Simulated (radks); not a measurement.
# Ionisation energy and size from Ag to Xe, part 2 of 2

How do ionisation energy and radius run along this set of elements? Each needs two runs, the species and its ion; the difference of their energies is the Δ-SCF value.

The radial solver radks; non-relativistic Kohn-Sham, TPSS, spin-polarised, spherical densities, point nucleus; open shells are filled with parallel spins first. In the logs a row gives level, spin channel, occupation and eigenvalue; Etot, Ekin, Encl (electron-nucleus), Eh (Hartree) and Exc are energies, all in hartree; err is the last residual, it the number of iterations. Earlier steps stand in the parts before.

**10. Sb, [Kr] 4d10 5s2 5p3**

Settings of this run:

```text
Z 51
configuration [Kr] 4d10 5s2 5p3
relativity non-relativistic
functional tpss,tpss
spin polarised
nucleus point
```

What it wrote:

```text
1s      1   1.0000       -1073.06768357
2s      1   1.0000        -159.46900925
2p      1   3.0000        -149.32518248
3s      1   1.0000         -31.23410348
3p      1   3.0000         -27.01789686
3d      1   5.0000         -19.22870134
4s      1   1.0000          -5.09676328
4p      1   3.0000          -3.67060320
4d      1   5.0000          -1.29303660
5s      1   1.0000          -0.46730788
5p      1   3.0000          -0.20698829
1s      2   1.0000       -1073.06543478
2s      2   1.0000        -159.46857819
2p      2   3.0000        -149.32363014
3s      2   1.0000         -31.23262007
3p      2   3.0000         -27.01592793
3d      2   5.0000         -19.22668573
4s      2   1.0000          -5.09176341
4p      2   3.0000          -3.66537256
4d      2   5.0000          -1.28318399
5s      2   1.0000          -0.38375765
5p      2   0.0000          -0.12979079
Etot -6315.667337797835
Ekin 6313.257775797669
Encl -15008.04141234439
Eh 2545.075716716846
Exc -165.95941796796018
err 3.464647091478673e-06
it 10
```

The top filled level is 5p up, -5.632 eV.

**11. Sb⁺, [Kr] 4d10 5s2 5p2**

Settings of this run:

```text
Z 51
configuration [Kr] 4d10 5s2 5p2
relativity non-relativistic
functional tpss,tpss
spin polarised
nucleus point
```

What it wrote:

```text
1s      1   1.0000       -1073.38980983
2s      1   1.0000        -159.78983897
2p      1   3.0000        -149.64609434
3s      1   1.0000         -31.55410229
3p      1   3.0000         -27.33787501
3d      1   5.0000         -19.54868544
4s      1   1.0000          -5.41501243
4p      1   3.0000          -3.98878531
4d      1   5.0000          -1.61001756
5s      1   1.0000          -0.74793400
5p      1   2.0000          -0.46715475
1s      2   1.0000       -1073.38801257
2s      2   1.0000        -159.78950767
2p      2   3.0000        -149.64486261
3s      2   1.0000         -31.55292130
3p      2   3.0000         -27.33630701
3d      2   5.0000         -19.54708478
4s      2   1.0000          -5.41098449
4p      2   3.0000          -3.98450949
4d      2   5.0000          -1.60187692
5s      2   1.0000          -0.68057066
5p      2   0.0000          -0.40223367
Etot -6315.3328002077415
Ekin 6312.940045795908
Encl -14991.642048995203
Eh 2529.056363572294
Exc -165.68716058074088
err 3.3981199133185146e-07
it 11
```

E(Sb⁺) − E(Sb) = 9.103 eV.

**12. Te, [Kr] 4d10 5s2 5p4**

Settings of this run:

```text
Z 52
configuration [Kr] 4d10 5s2 5p4
relativity non-relativistic
functional tpss,tpss
spin polarised
nucleus point
```

What it wrote:

```text
1s      1   1.0000       -1118.13026019
2s      1   1.0000        -167.33272117
2p      1   3.0000        -156.92974570
3s      1   1.0000         -33.28276662
3p      1   3.0000         -28.93117209
3d      1   5.0000         -20.88540843
4s      1   1.0000          -5.63169183
4p      1   3.0000          -4.13397208
4d      1   5.0000          -1.61089915
5s      1   1.0000          -0.53956938
5p      1   3.0000          -0.24413889
1s      2   1.0000       -1118.12840275
2s      2   1.0000        -167.33223814
2p      2   3.0000        -156.92837544
3s      2   1.0000         -33.28152260
3p      2   3.0000         -28.92951003
3d      2   5.0000         -20.88366057
4s      2   1.0000          -5.62751733
4p      2   3.0000          -4.12965211
4d      2   5.0000          -1.60389596
5s      2   1.0000          -0.48693616
5p      2   1.0000          -0.19337335
Etot -6614.003726653274
Ekin 6611.529678462665
Encl -15708.434640419944
Eh 2653.9084189355585
Exc -171.007183631552
err 1.387137480140421e-06
it 10
```

Highest occupied level: 5p down at -5.262 eV.

**13. Te⁺, [Kr] 4d10 5s2 5p3**

Settings of this run:

```text
Z 52
configuration [Kr] 4d10 5s2 5p3
relativity non-relativistic
functional tpss,tpss
spin polarised
nucleus point
```

What it wrote:

```text
1s      1   1.0000       -1118.46054842
2s      1   1.0000        -167.66107450
2p      1   3.0000        -157.25860761
3s      1   1.0000         -33.61078824
3p      1   3.0000         -29.25936966
3d      1   5.0000         -21.21363268
4s      1   1.0000          -5.95954068
4p      1   3.0000          -4.46180356
4d      1   5.0000          -1.93902617
5s      1   1.0000          -0.85352849
5p      1   3.0000          -0.53909196
1s      2   1.0000       -1118.45733435
2s      2   1.0000        -167.66027010
2p      2   3.0000        -157.25626060
3s      2   1.0000         -33.60864617
3p      2   3.0000         -29.25650867
3d      2   5.0000         -21.21063669
4s      2   1.0000          -5.95240669
4p      2   3.0000          -4.45435804
4d      2   5.0000          -1.92663920
5s      2   1.0000          -0.75603429
5p      2   0.0000          -0.44557696
Etot -6613.686545992356
Ekin 6611.243144320037
Encl -15691.333121331187
Eh 2637.1948840022374
Exc -170.79145298344366
err 2.751355792280912e-07
it 11
```

E(Te⁺) − E(Te) = 8.631 eV.

**14. I, [Kr] 4d10 5s2 5p5**

Settings of this run:

```text
Z 53
configuration [Kr] 4d10 5s2 5p5
relativity non-relativistic
functional tpss,tpss
spin polarised
nucleus point
```

What it wrote:

```text
1s      1   1.0000       -1164.13430065
2s      1   1.0000        -175.39310595
2p      1   3.0000        -164.72979044
3s      1   1.0000         -35.39265166
3p      1   3.0000         -30.90494991
3d      1   5.0000         -22.60172255
4s      1   1.0000          -6.18078948
4p      1   3.0000          -4.61074940
4d      1   5.0000          -1.94232800
5s      1   1.0000          -0.60714182
5p      1   3.0000          -0.27730089
1s      2   1.0000       -1164.13319091
2s      2   1.0000        -175.39277104
2p      2   3.0000        -164.72894127
3s      2   1.0000         -35.39190633
3p      2   3.0000         -30.90394967
3d      2   5.0000         -22.60065610
4s      2   1.0000          -6.17839407
4p      2   3.0000          -4.60829411
4d      2   5.0000          -1.93869269
5s      2   1.0000          -0.58149491
5p      2   2.0000          -0.25255653
Etot -6920.242273940694
Ekin 6917.706100978648
Encl -16427.59874263673
Eh 2765.788785396713
Exc -176.13841767932746
err 1.1035681256244956e-06
it 10
```

5p down is the highest filled level (-6.872 eV).

**15. I⁺, [Kr] 4d10 5s2 5p4**

Settings of this run:

```text
Z 53
configuration [Kr] 4d10 5s2 5p4
relativity non-relativistic
functional tpss,tpss
spin polarised
nucleus point
```

What it wrote:

```text
1s      1   1.0000       -1164.48680750
2s      1   1.0000        -175.74356285
2p      1   3.0000        -165.08077687
3s      1   1.0000         -35.74248654
3p      1   3.0000         -31.25498064
3d      1   5.0000         -22.95183038
4s      1   1.0000          -6.52982211
4p      1   3.0000          -4.95969331
4d      1   5.0000          -2.29123291
5s      1   1.0000          -0.94014088
5p      1   3.0000          -0.59207040
1s      2   1.0000       -1164.48431264
2s      2   1.0000        -175.74282392
2p      2   3.0000        -165.07887740
3s      2   1.0000         -35.74081576
3p      2   3.0000         -31.25273786
3d      2   5.0000         -22.94944368
4s      2   1.0000          -6.52440885
4p      2   3.0000          -4.95409335
4d      2   5.0000          -2.28284442
5s      2   1.0000          -0.88036582
5p      2   1.0000          -0.53349303
Etot -6919.8513338499715
Ekin 6917.343160323146
Encl -16408.98980454358
Eh 2747.662595314635
Exc -175.86728494417176
err 1.6449608913299594e-06
it 11
```

E(I⁺) − E(I) = 10.638 eV.

**16. Xe, [Xe]**

Settings of this run:

```text
Z 54
configuration [Xe]
relativity non-relativistic
functional tpss,tpss
spin polarised
nucleus point
```

What it wrote:

```text
1s      1   1.0000       -1211.08210466
2s      1   1.0000        -183.65231006
2p      1   3.0000        -172.72749701
3s      1   1.0000         -37.56586275
3p      1   3.0000         -32.94135359
3d      1   5.0000         -24.37978653
4s      1   1.0000          -6.74640810
4p      1   3.0000          -5.10338909
4d      1   5.0000          -2.28970115
5s      1   1.0000          -0.67273923
5p      1   3.0000          -0.30891958
1s      2   1.0000       -1211.08210466
2s      2   1.0000        -183.65231006
2p      2   3.0000        -172.72749701
3s      2   1.0000         -37.56586275
3p      2   3.0000         -32.94135359
3d      2   5.0000         -24.37978653
4s      2   1.0000          -6.74640810
4p      2   3.0000          -5.10338909
4d      2   5.0000          -2.28970115
5s      2   1.0000          -0.67273923
5p      2   3.0000          -0.30891958
Etot -7234.436367828142
Ekin 7231.839166739825
Encl -17165.58688375325
Eh 2880.6620306280315
Exc -181.35068144274607
err 2.03375003942888e-06
it 10
```

Highest occupied level: 5p at -8.406 eV.

**17. Xe⁺, [Kr] 4d10 5s2 5p5**

Settings of this run:

```text
Z 54
configuration [Kr] 4d10 5s2 5p5
relativity non-relativistic
functional tpss,tpss
spin polarised
nucleus point
```

What it wrote:

```text
1s      1   1.0000       -1211.45534845
2s      1   1.0000        -184.02336783
2p      1   3.0000        -173.09911037
3s      1   1.0000         -37.93605100
3p      1   3.0000         -33.31175635
3d      1   5.0000         -24.75030757
4s      1   1.0000          -7.11526187
4p      1   3.0000          -5.47211344
4d      1   5.0000          -2.65821138
5s      1   1.0000          -1.02374038
5p      1   3.0000          -0.64213712
1s      2   1.0000       -1211.45392099
2s      2   1.0000        -184.02290371
2p      2   3.0000        -173.09799714
3s      2   1.0000         -37.93509714
3p      2   3.0000         -33.31047139
3d      2   5.0000         -24.74892869
4s      2   1.0000          -7.11234365
4p      2   3.0000          -5.46911573
4d      2   5.0000          -2.65399478
5s      2   1.0000          -0.99497642
5p      2   2.0000          -0.61398928
Etot -7233.977245320346
Ekin 7231.406941233698
Encl -17145.50609370368
Eh 2861.154058906873
Exc -181.032151757237
err 1.4342795437900171e-07
it 11
```

Ionisation energy of Xe: 12.493 eV.

**18. All runs together**

The summary covers parts 1 to 2.

| species | configuration | Δ-SCF (eV) | NIST (eV) | −ε(HOMO) (eV) | its level | widest level | its <r> (bohr) |
| --- | --- | --- | --- | --- | --- | --- | --- |
| Ag | [Kr] 4d10 5s1 | 7.108 | 7.576 (exp.) | 4.199 | 5s | 5s | 3.30 |
| Cd | [Kr] 4d10 5s2 | 8.273 | 8.994 (exp.) | 5.191 | 5s | 5s | 3.03 |
| In | [Kr] 4d10 5s2 5p1 | 5.498 | 5.786 (exp.) | 2.829 | 5p | 5p | 3.67 |
| Sn | [Kr] 4d10 5s2 5p2 | 7.389 | 7.344 (exp.) | 4.273 | 5p | 5p | 3.19 |
| Sb | [Kr] 4d10 5s2 5p3 | 9.103 | 8.608 (exp.) | 5.632 | 5p | 5p | 2.88 |
| Te | [Kr] 4d10 5s2 5p4 | 8.631 | 9.010 (exp.) | 5.262 | 5p | 5p | 2.72 |
| I | [Kr] 4d10 5s2 5p5 | 10.638 | 10.451 (exp.) | 6.872 | 5p | 5p | 2.50 |
| Xe | [Xe] | 12.493 | 12.130 (exp.) | 8.406 | 5p | 5p | 2.33 |

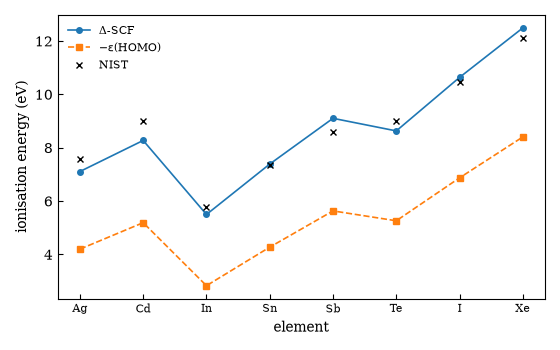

Computed and tabulated ionisation energies along the set.

**Reading.** Reference values: NIST Atomic Spectra Database (exp. measured, semi-emp. semi-empirical, theory a theoretical value adopted there). By these runs, which need not match the measured order, Xe holds its electron most tightly (12.493 eV) and In least (5.498 eV); the widest outer orbital is the 5p of In. Against the measured or semi-empirical entries the Δ-SCF values err by -1.5 % on average (signed), at worst -8.0 % (Cd). Relativity is left out here, which matters for elements this heavy. Open shells are spherical and high-spin; term and fine-structure splittings are not resolved.
